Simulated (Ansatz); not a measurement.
# AlH5O2Si (built from SMILES [OH][Al]([OH])[SiH3]): search for a transition state

Is there a first-order saddle for this 1,2-elimination, which should form Si2–H4 and break Al1–Si2, O3–H4, and which two structures does it connect?

Computed with Ansatz 0.2.0, Gaussian basis. Level: PBE0-D4, def2-SVP first, then def2-TZVP.

### 1 Where the work starts

The guess: 9 atoms, charge 0, spin multiplicity 1.

Atoms are counted from 1 here; the program's logs count them from 0.

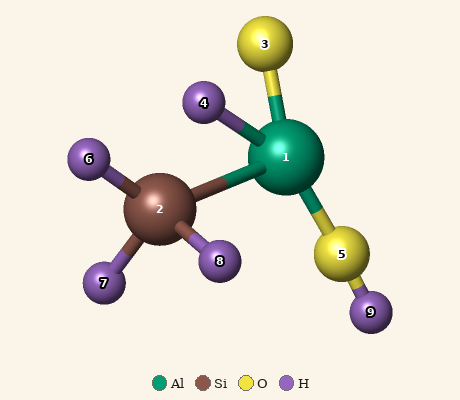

As it starts; aluminium teal, silicon brown, oxygen yellow, hydrogen purple; atoms are numbered from 1 in the order of the file.

Geometry (Å):

```xyz
9

Al   -0.7263   -0.7804   -0.8290
Si    0.8505    0.3852    0.9416
O    -0.3503   -2.3097   -0.5058
H     0.3842   -1.2746    0.3458
O    -1.5338    0.3982   -1.6385
H     1.8135   -0.0814    1.9462
H     1.6231    1.3181    0.1028
H    -0.0952    1.2199    1.7030
H    -1.9657    1.1247   -2.0661
```

Distances that are to change: Si2–H4 1.82 Å, Al1–Si2 2.64 Å, O3–H4 1.53 Å.

### 2 Relaxing the guess with the reacting distances held

hold/in.yaml reads:

```yaml
crystal:
  periodic: [false, false, false]
  atoms:
    - {symbol: Al, position_ang: [-0.726300, -0.780400, -0.829000]}
    - {symbol: Si, position_ang: [0.850500, 0.385200, 0.941600]}
    - {symbol: O, position_ang: [-0.350300, -2.309700, -0.505800]}
    - {symbol: H, position_ang: [0.384200, -1.274600, 0.345800]}
    - {symbol: O, position_ang: [-1.533800, 0.398200, -1.638500]}
    - {symbol: H, position_ang: [1.813500, -0.081400, 1.946200]}
    - {symbol: H, position_ang: [1.623100, 1.318100, 0.102800]}
    - {symbol: H, position_ang: [-0.095200, 1.219900, 1.703000]}
    - {symbol: H, position_ang: [-1.965700, 1.124700, -2.066100]}
basis:
  gaussian: {orbitals: def2-SVP}
hamiltonian: {xc: pbe0, dispersion: d4}
relax: {f_tol: 0.04, max_steps: 150, escape_saddle: false, constraints: [{distance: [1, 3]}, {distance: [0, 1]}, {distance: [2, 3]}]}
```

Launch:

```bash
$ ansatz run in.yaml --threads 4 --pin off --events-out ev --progress --plain --max-ram 9574MiB
```

The program printed, shortened:

```text
Functional definition: PBE0
  name "PBE0"
  cite "Adamo & Barone, J. Chem. Phys. 110, 6158 (1999) doi:10.1063/1.478522"
  cite "Perdew, Burke & Ernzerhof, Phys. Rev. Lett. 77, 3865 (1996) doi:10.1103/PhysRevLett.77.3865"
  parent pbe
[...]
896 factors; integrals over basis functions are off by at most 3.4e-4 eV
[...]
mean field -18630.87970907 eV, -684.6722008444 hartree, gradient 6.4e-5 eV, S^2 0.000000; 0 other end points of the search recorded, 0 dependent functions left out
[...]
reference -18630.87973881 eV, -684.6722019374 hartree; 24, 24 occupied and 65, 65 virtual orbitals, 896 factors
relax step   1: F+E_penalty+E_count = -18631.01746462 eV  Δ(F+E_penalty+E_count) = +0.000e0 eV  max|allowed force component| = 1.401e0 eV/Å  Δτ_max = 0.0000 Å  (24 SCF iters, accepted)
[...]
relax step   3: F+E_penalty+E_count = -18631.12198493 eV  Δ(F+E_penalty+E_count) = -1.397e-2 eV  max|allowed force component| = 1.774e-1 eV/Å  Δτ_max = 0.0285 Å  (26 SCF iters, accepted)
[...]
relax step   4: F+E_penalty+E_count = -18631.12369790 eV  Δ(F+E_penalty+E_count) = -1.713e-3 eV  max|allowed force component| = 2.098e-2 eV/Å  Δτ_max = 0.0165 Å  (25 SCF iters, accepted)
  distance Si 1 - H 3 held at 1.824102 Å   reaction = -1.4481e-1 eV/Å
  distance Al 0 - Si 1 held at 2.641959 Å   reaction = +4.8754e-2 eV/Å
  distance O 2 - H 3 held at 1.528445 Å   reaction = +1.5029e0 eV/Å
896 factors; integrals over basis functions are off by at most 3.9e-4 eV
[...]
mean field -18630.98614163 eV, -684.6761121689 hartree, gradient 1.8e-5 eV, S^2 0.000000; 1 other end points of the search recorded, 0 dependent functions left out
[...]
reference -18630.98617122 eV, -684.6761132562 hartree; 24, 24 occupied and 65, 65 virtual orbitals, 896 factors
Total energy: -18631.12372749 eV, -684.6811683560 hartree
Atom 0 at    -0.719899    -0.747645    -0.821791 Å, force     0.028666     0.024785     0.038955 eV/Å
Atom 1 at     0.852688     0.426466     0.946932 Å, force     0.005883     0.124465     0.010562 eV/Å
Atom 2 at    -0.303667    -2.301751    -0.455351 Å, force     0.713371     1.048475     0.824212 eV/Å
Atom 3 at     0.424884    -1.256798     0.389299 Å, force    -0.750677    -1.149707    -0.871608 eV/Å
Atom 4 at    -1.546901     0.410435    -1.651503 Å, force    -0.003349    -0.014968    -0.005738 eV/Å
Atom 5 at     1.790220    -0.217949     1.914910 Å, force    -0.003415    -0.010437    -0.004309 eV/Å
Atom 6 at     1.640026     1.331257     0.051663 Å, force     0.002014    -0.006537     0.012535 eV/Å
Atom 7 at    -0.147855     1.230958     1.716109 Å, force     0.011557    -0.007003     0.000600 eV/Å
Atom 8 at    -1.989496     1.125027    -2.090267 Å, force    -0.004051    -0.009073    -0.005209 eV/Å
Dipole moment:    -0.198161     0.811051    -0.170986 e Å
```

Wall time 4.5 s (4 threads of Arm Neoverse V2, shared host); peak memory 0.17 GiB.

Along the way:

```
step  energy from step 1 (eV)  largest force component (eV/Å)
   1                   0.0000                          1.4014
   2                  -0.0905                          0.6645
   3                  -0.1045                          0.1774
   4                  -0.1062                          0.0210
```

Distances of close pairs at the start and the end, largest changes first:

```
   bond  before (Å)  after (Å)  change (Å)
 Al1–H4       1.690      1.743      +0.052
 Al1–O3       1.608      1.650      +0.042
 Si2–H6       1.468      1.494      +0.026
 Si2–H7       1.473      1.497      +0.023
 Si2–H8       1.473      1.497      +0.023
 Al1–O5       1.642      1.647      +0.005
  O5–H9       0.947      0.948      +0.001
Al1–Si2       2.642      2.642      +0.000
```

### 3 Force constants to start from

hessian/in.yaml reads:

```yaml
crystal:
  periodic: [false, false, false]
  atoms:
    - {symbol: Al, position_ang: [-0.719899, -0.747645, -0.821791]}
    - {symbol: Si, position_ang: [0.852688, 0.426466, 0.946932]}
    - {symbol: O, position_ang: [-0.303667, -2.301751, -0.455351]}
    - {symbol: H, position_ang: [0.424884, -1.256798, 0.389299]}
    - {symbol: O, position_ang: [-1.546901, 0.410435, -1.651503]}
    - {symbol: H, position_ang: [1.790220, -0.217949, 1.914910]}
    - {symbol: H, position_ang: [1.640026, 1.331257, 0.051663]}
    - {symbol: H, position_ang: [-0.147855, 1.230958, 1.716109]}
    - {symbol: H, position_ang: [-1.989496, 1.125027, -2.090267]}
basis:
  gaussian: {orbitals: def2-SVP}
hamiltonian: {xc: pbe0, dispersion: d4}
phonons: {}
scf: {lower_state_search: off}
```

Launch:

```bash
$ ansatz run in.yaml --threads 4 --pin off --events-out ev --progress --plain --max-ram 9574MiB
```

The program printed, shortened:

```text
Functional definition: PBE0
  name "PBE0"
  cite "Adamo & Barone, J. Chem. Phys. 110, 6158 (1999) doi:10.1063/1.478522"
  cite "Perdew, Burke & Ernzerhof, Phys. Rev. Lett. 77, 3865 (1996) doi:10.1103/PhysRevLett.77.3865"
  parent pbe
[...]
899 factors; integrals over basis functions are off by at most 2.8e-4 eV
[...]
mean field -18630.98613336 eV, -684.6761118649 hartree, gradient 5.2e-6 eV, S^2 0.000000; 0 other end points of the search recorded, 0 dependent functions left out
[...]
reference -18630.98616292 eV, -684.6761129514 hartree; 24, 24 occupied and 65, 65 virtual orbitals, 899 factors
[... from here to the last solve, the lines of the solves are left out (53 solves) ...]
899 factors; integrals over basis functions are off by at most 2.8e-4 eV
mean field -18630.98611374 eV, -684.6761111441 hartree, gradient 8.7e-7 eV, S^2 0.000000; 0 other end points of the search recorded, 0 dependent functions left out
[...]
WARN: phonons: modes at or below zero, which the zero-point energy, F, S and C_V leave out: 2, the lowest at -1290.83 cm⁻¹. A minimum has none, and a first-order saddle one
[...]
Atom 2 at    -0.303667    -2.301751    -0.455351 Å, force     0.713444     1.048432     0.824289 eV/Å
Atom 3 at     0.424884    -1.256798     0.389299 Å, force    -0.750685    -1.149697    -0.871616 eV/Å
Atom 4 at    -1.546901     0.410435    -1.651503 Å, force    -0.003259    -0.015078    -0.005649 eV/Å
Atom 5 at     1.790220    -0.217949     1.914910 Å, force    -0.003410    -0.010457    -0.004311 eV/Å
Atom 6 at     1.640026     1.331257     0.051663 Å, force     0.002010    -0.006542     0.012551 eV/Å
Atom 7 at    -0.147855     1.230958     1.716109 Å, force     0.011562    -0.007000     0.000602 eV/Å
Atom 8 at    -1.989496     1.125027    -2.090267 Å, force    -0.004051    -0.009068    -0.005210 eV/Å
Dipole moment:    -0.198160     0.811051    -0.170985 e Å
Vibrations: -1290.83 -181.16 58.08 116.10 144.24 212.75 291.01 341.04 371.91 449.69 796.13 849.66 864.31 922.92 929.69 1141.61 1612.43 2210.92 2225.96 2238.42 4131.88 cm⁻¹, zero-point energy 1.234186 eV
Checks for a lower state left out: stability, starts, cluster_reference, orbital_swaps, neighbouring_geometries, increment
```

Run time: 32 s. Hardware: 4 threads of Arm Neoverse V2, shared host; peak memory 0.15 GiB.

The structure is not stationary yet, so these wavenumbers are no spectrum; the search needs only the force constants.

### 4 Saddle search in the small basis

The search itself is an outer loop (partitioned rational-function steps, Bofill update of the Hessian). Each step is one single-point run with forces. It stops when the largest force is under 0.04 eV/Å and the followed curvature is negative. The first step's input:

presaddle/in.yaml reads:

```yaml
crystal:
  periodic: [false, false, false]
  atoms:
    - {symbol: Al, position_ang: [-0.719899, -0.747645, -0.821791]}
    - {symbol: Si, position_ang: [0.852688, 0.426466, 0.946932]}
    - {symbol: O, position_ang: [-0.303667, -2.301751, -0.455351]}
    - {symbol: H, position_ang: [0.424884, -1.256798, 0.389299]}
    - {symbol: O, position_ang: [-1.546901, 0.410435, -1.651503]}
    - {symbol: H, position_ang: [1.790220, -0.217949, 1.914910]}
    - {symbol: H, position_ang: [1.640026, 1.331257, 0.051663]}
    - {symbol: H, position_ang: [-0.147855, 1.230958, 1.716109]}
    - {symbol: H, position_ang: [-1.989496, 1.125027, -2.090267]}
basis:
  gaussian: {orbitals: def2-SVP}
hamiltonian: {xc: pbe0, dispersion: d4}
output: {forces: true}
scf: {lower_state_search: off}
```

Launch:

```bash
$ ansatz run in.yaml --threads 4 --pin off --events-out ev --progress --plain --max-ram 9574MiB
```

The driver's record:

| step | energy (eV) | largest force (eV/Å) | followed curvature (eV/Å²) |
| --- | --- | --- | --- |
| 1 | -18631.12371 | 1.1497 | -11.75 |
| 2 | -18631.05769 | 0.4911 | -11.50 |
| 3 | -18631.05457 | 0.2944 | -11.43 |
| 4 | -18631.05026 | 0.4195 | -10.63 |
| 5 | -18631.04792 | 0.5574 | -10.64 |
| 6 | -18631.05121 | 0.0456 | -10.74 |
| 7 | -18631.05224 | 0.0519 | -10.74 |
| 8 | -18631.05263 | 0.0132 | -10.74 |

The 8 steps took 5.6 s in all (4 threads of Arm Neoverse V2, shared host).

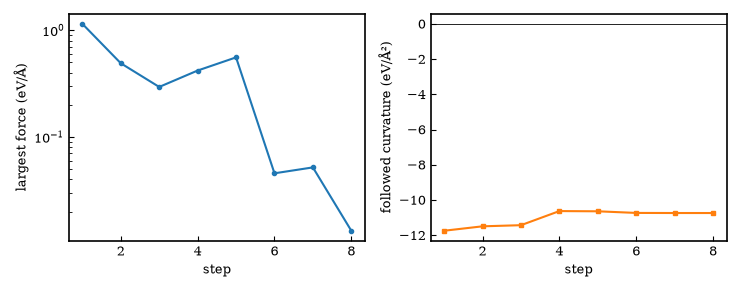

Largest force and followed curvature during the search.

### 5 Saddle search in triple zeta

A small driver takes partitioned rational-function steps: uphill along one mode, downhill along the rest. It calls the program once a step for energy and forces and updates the Hessian by Bofill's formula. It stops when the largest force is under 0.01 eV/Å and the followed curvature is negative. The first step's input:

saddle/in.yaml reads:

```yaml
crystal:
  periodic: [false, false, false]
  atoms:
    - {symbol: Al, position_ang: [-0.786665, -0.864957, -0.898420]}
    - {symbol: Si, position_ang: [0.873473, 0.381601, 0.964363]}
    - {symbol: O, position_ang: [-0.288743, -2.346273, -0.452262]}
    - {symbol: H, position_ang: [0.401730, -1.130454, 0.363662]}
    - {symbol: O, position_ang: [-1.507171, 0.438787, -1.593085]}
    - {symbol: H, position_ang: [1.839470, -0.106585, 1.991089]}
    - {symbol: H, position_ang: [1.583615, 1.256594, -0.017115]}
    - {symbol: H, position_ang: [-0.209674, 1.168636, 1.629976]}
    - {symbol: H, position_ang: [-1.906035, 1.202649, -1.988207]}
basis:
  gaussian: {orbitals: def2-TZVP}
hamiltonian: {xc: pbe0, dispersion: d4}
output: {forces: true}
scf: {lower_state_search: off}
```

Launch:

```bash
$ ansatz run in.yaml --threads 4 --pin off --events-out ev --progress --plain --max-ram 9574MiB
```

The driver's record:

```csv
step,energy (eV),largest force (eV/Å),followed curvature (eV/Å²)
1,-18641.49659,0.2615,-10.74
2,-18641.50605,0.0756,-10.72
3,-18641.50580,0.6526,-10.73
4,-18641.51094,0.2865,-10.73
5,-18641.47336,2.1225,-10.73
6,-18641.51993,0.7277,-10.73
7,-18641.52744,0.1404,-10.73
8,-18641.52254,1.1383,-10.73
9,-18641.53571,0.2604,-10.73
10,-18641.53890,0.3496,-10.73
11,-18641.54311,0.2853,-10.73
14,-18641.54913,0.1674,-10.73
17,-18641.55201,0.0783,-10.75
20,-18641.55382,0.1308,-10.77
23,-18641.55188,0.4137,-10.77
26,-18641.55645,0.1398,-11.07
29,-18641.55979,0.0808,-11.07
32,-18641.55945,0.0680,-11.06
35,-18641.56011,0.0608,-11.08
38,-18641.56029,0.0203,-11.01
39,-18641.56031,0.0233,-11.01
40,-18641.56033,0.0253,-11.01
41,-18641.56036,0.0249,-11.01
42,-18641.56040,0.0313,-11.01
43,-18641.56043,0.0257,-11.01
44,-18641.56050,0.0365,-11.01
45,-18641.56056,0.0254,-11.01
```

The 45 steps took 68 s in all (4 threads of Arm Neoverse V2, shared host).

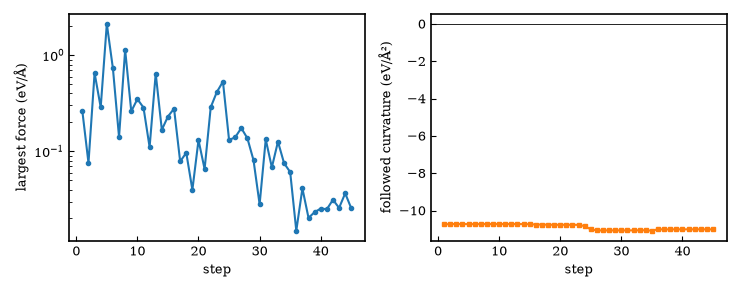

Largest force and followed curvature during the search.

### 6 Summary of results

```
               quantity                         value
                 search  not converged after 45 steps
     last largest force                    0.025 eV/Å
last followed curvature                  -11.01 eV/Å²
```

**Reading.** No saddle point was found from this guess, so no barrier can be given. The curvature is negative, but the forces are still above the tolerance.
